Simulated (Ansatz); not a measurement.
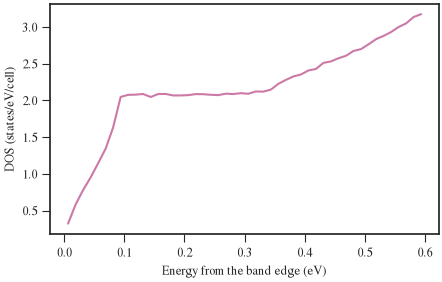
Figure: Density of states of SrTiO$_{3}$ (Pm-3m) below the valence band maximum, PBEsol, rigid bands (Ansatz, an electronic-structure program); cell volume 58.9 Å³.

Question: What effective density of states at 300 K does this give (∫ g(E) exp(−E/k_BT) dE, both spins, divided by the cell's size)?

Answer: 2.9e20 cm⁻³, a density-of-states mass of 5.1 mₑ, valleys and band degeneracy included.

Spin-orbit coupling is left out; where it splits the top of the valence band, N_v and the p-type Seebeck coefficient come out somewhat high without it. Geometry: cell and atoms relaxed with PBEsol.
